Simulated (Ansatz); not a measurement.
# OH− (SMILES [OH-]): B3LYP/aug-cc-pVTZ

Aim: the energy change on altering one bond length of OH− at B3LYP/aug-cc-pVTZ, from 2 runs. 

Program for the calculation: Ansatz 0.2.0.

### Step 1. The system as given

OH−: 2 atoms, total charge -1, spin state singlet. SMILES: `[OH-]`. The shape is that of a PBE0-D4/def2-TZVPD optimisation.

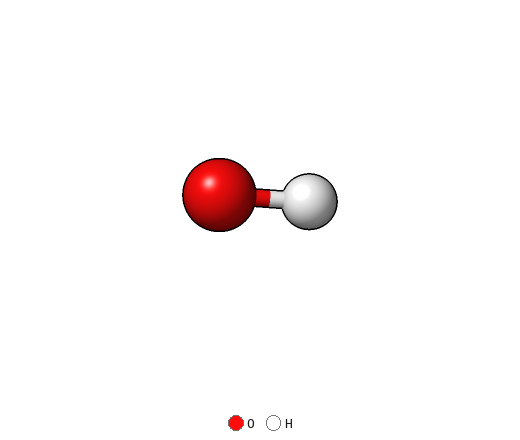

The structure, seen from a chosen angle (oxygen red, hydrogen white).

### Step 2. A single-point energy at B3LYP/aug-cc-pVTZ

molecule.yaml

```yaml
crystal:
  periodic: [false, false, false]
  atoms:
    - symbol: O
      position_ang: [0.411800, -0.131800, 0.212500]
    - symbol: H
      position_ang: [-0.411800, 0.131800, -0.212500]
basis:
  gaussian:
    orbitals: aug-cc-pVTZ
total_charge: -1
hamiltonian:
  xc: {name: B3LYP}
accuracy: high
output:
  orbitals: {seedname: orbitals}
```

Run with:

```bash
$ ansatz run molecule.yaml --threads 1 --pin off --max-ram 3480MiB --events-out events.jsonl --progress --plain --runs-dir runs
```

The log of the run:

```text
Warning: RAYON_NUM_THREADS=1 ignored (pool sized by the plan → 1); use --threads N
Functional definition: B3LYP
  name "B3LYP"
  parameter a0 = 0.2
  parameter ax = 0.72
  parameter ac = 0.81
  exchange = (1 - a0 - ax)*slater_x + ax*b88_x + a0*exact_x
  correlation = (1 - ac)*vwn_rpa_c + ac*lyp_c
898 factors; integrals over basis functions are off by at most 3.4e-9 eV
mean field evaluation 1: about -2057.9951 eV, gradient 5.5e1 eV
mean field evaluation 2: about -2045.6526 eV, gradient 1.1e2 eV
mean field evaluation 4: about -2063.6074 eV, gradient 1.1e0 eV
mean field evaluation 8: about -2063.6100 eV, gradient 5.7e-3 eV
mean field evaluation 16: about -2063.6100 eV, gradient 9.3e-8 eV
mean field -2063.60995523 eV, -75.8362670898 hartree, gradient 9.3e-8 eV, S^2 0.000000; 0 other end points of the search recorded, 0 dependent functions left out
reference -2063.60997988 eV, -75.8362679954 hartree; 5, 5 occupied and 64, 64 virtual orbitals, 898 factors
Total energy: -2063.60997988 eV, -75.8362679954 hartree
```

Wall time 1.2 s (1 thread of Arm Neoverse V1, shared host); peak memory 0.11 GiB.

### Step 3. The distorted shape

job.yaml

```yaml
crystal:
  periodic: [false, false, false]
  atoms:
    - {symbol: O, position_ang: [0.823580, -0.263594, 0.424990]}
    - {symbol: H, position_ang: [-0.411800, 0.131800, -0.212500]}
basis:
  gaussian:
    orbitals: aug-cc-pVTZ
total_charge: -1
hamiltonian:
  xc: {name: B3LYP}
output: {orbitals: {seedname: orbitals}}
accuracy: high
```

Run with:

```bash
$ ansatz run job.yaml --threads 1 --pin off --max-ram 3480MiB --events-out events.jsonl --progress --plain --runs-dir runs
```

The log of the run:

```text
Warning: RAYON_NUM_THREADS=1 ignored (pool sized by the plan → 1); use --threads N
Functional definition: B3LYP
  name "B3LYP"
  parameter a0 = 0.2
  parameter ax = 0.72
  parameter ac = 0.81
  exchange = (1 - a0 - ax)*slater_x + ax*b88_x + a0*exact_x
  correlation = (1 - ac)*vwn_rpa_c + ac*lyp_c
928 factors; integrals over basis functions are off by at most 3.4e-9 eV
mean field evaluation 1: about -2009.8659 eV, gradient 1.2e2 eV
mean field evaluation 2: about -1968.4967 eV, gradient 2.5e2 eV
mean field evaluation 4: about -2057.9171 eV, gradient 4.1e1 eV
mean field evaluation 8: about -2061.4696 eV, gradient 2.2e-1 eV
mean field evaluation 16: about -2061.4693 eV, gradient 4.5e-6 eV
mean field evaluation 32: about -2054.3437 eV, gradient 8.3e0 eV
mean field -2061.46932934 eV, -75.7576005393 hartree, gradient 3.8e-8 eV, S^2 0.000000; 2 other end points of the search recorded, 0 dependent functions left out
reference -2061.46935579 eV, -75.7576015113 hartree; 5, 5 occupied and 64, 64 virtual orbitals, 928 factors
Total energy: -2061.46935579 eV, -75.7576015113 hartree
```

Run time: 1.8 s. Hardware: 1 thread of Arm Neoverse V1, shared host; peak memory 0.11 GiB.

### Step 4. Outcome

At B3LYP/aug-cc-pVTZ:

| quantity | value |
| --- | --- |
| first shape: total energy | -75.83627 Eh |
| first shape: HOMO energy | 0.99 eV |
| first shape: LUMO energy | 3.84 eV |
| first shape: HOMO–LUMO gap (to an unbound level, set by the basis) | 2.85 eV |
| distorted shape: total energy | -75.75760 Eh |
| distorted shape: HOMO energy | 0.66 eV |
| distorted shape: LUMO energy | 3.66 eV |
| distorted shape: HOMO–LUMO gap (to an unbound level, set by the basis) | 2.99 eV |
| energy change with the O1–H2 bond stretched from 0.964 to 1.445 Å | 2.141 eV |

In words: With the O1–H2 bond stretched from 0.964 to 1.445 Å the energy rises by 2.14 eV (207 kJ/mol). The first shape isn't relaxed at this level, so the change isn't measured from a minimum. The HOMO (first shape) lies at positive energy, 0.99 eV; only total energies tell whether the electron is bound. The HOMO (distorted shape) lies at positive energy, 0.66 eV; only total energies tell whether the electron is bound.
